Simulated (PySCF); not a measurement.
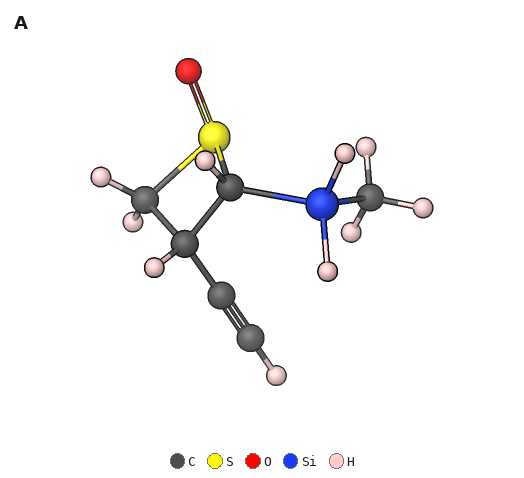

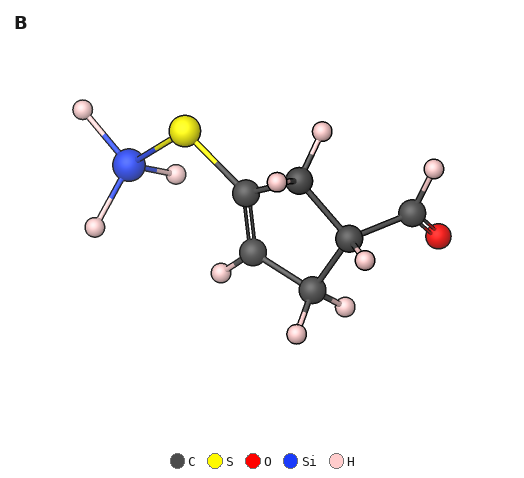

2 stationary structures of one formula. Geometries: GFN2-xTB. Electronic energies: PBE0/pcSseg-1 (PySCF 2.14.0), without zero-point energy. No frequency run is at hand to confirm each as a minimum. Each is one conformer, not always the lowest.

Question: Which is lowest in energy, and by how much?

Answer: B is lowest; A lies 331.7 kJ/mol above it. A is `C#C[C@@H]1C[S@@](=O)[C@@H]1[SiH2]C`, B is `O=C[C@@H]1CC=C(S[SiH3])C1`.

The geometry is semi-empirical. Around Si such bond lengths and angles can be off by a tenth of an ångström or more and by several degrees, and values that hang on the shape move with them.
